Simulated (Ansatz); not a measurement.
Consider RbRuF3 (cubic perovskite) (Pm-3m).

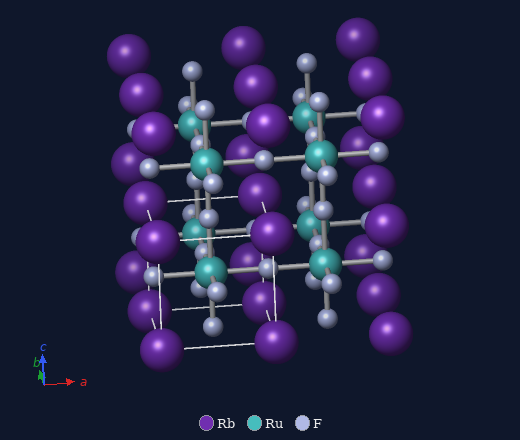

The structure (rubidium purple, ruthenium teal, fluorine light blue). 2×2×2 cells are drawn. Some periodic images of atoms are drawn too.

The structure was built from a prototype and need not be the compound's stable phase.

Symmetry: Pm-3m, No. 221, cubic system. Conventional cell: a = 4.113 Å, b = 4.113 Å, c = 4.113 Å, α = 90.00°, β = 90.00°, γ = 90.00°. Nearest to Rb lie 12 F at 2.91 Å. Ru has 6 F at 2.06 Å nearest. Nearest to F lie 2 Ru at 2.06 Å and 4 Rb at 2.91 Å. Farther neighbours and most contacts between anions are not listed.

```
Rb Ru F
1.0
     0.00000   -4.11262    0.00000
     0.00000    0.00000    4.11262
    -4.11262    0.00000    0.00000
Rb Ru F
1 1 3
Direct
  0.00000 0.00000 0.00000
  0.50000 0.50000 0.50000
  0.50000 0.50000 0.00000
  0.50000 0.00000 0.50000
  0.00000 0.50000 0.50000
```

The structure was relaxed with LDA. The structure type comes from a generator and need not be one that this composition takes. The structure was generated from a model, not taken from a measurement. The runs that relaxed it are not among those shown. The program's search for lower electronic states was switched off, so nothing shows that the state found is the lowest. PAW set soft_2, made with PBE.

A constrained-RPA run (Ansatz 0.2.0; non-magnetic LDA; Ru d, bands v3 to c2, 4×4×4 mesh, medium accuracy) builds 5 functions on bands 4.7 eV wide, with 6.0 electrons in the window. The bare on-site interaction is 14.6 eV and the bare J 0.52 eV.

Q: Estimate U, U′ and J.

On the Ru d shell, U = 5.31 eV (36 % of the bare value), U′ = 4.50 eV, J = 0.39 eV.

The parent state is non-magnetic and the interaction static (zero frequency); U depends on the window and the orbitals, so it belongs to this model alone.

[Paths, hosts, dates, memory and timing lines, banners, echoed tables and standing remarks are left out of the program output.]

[Logs are printed without paths, hosts, clocks, repeated set-up lines and the standing remarks that a program may print on its own settings, such as how far it seeks lower states.]

[Runs of the session that timed out or met a known fault of the program may be left out.]

[Hosts, paths, dates, database ids (printed as entryN), source tags and the programs' standing remarks are cut or masked in the printed files.]
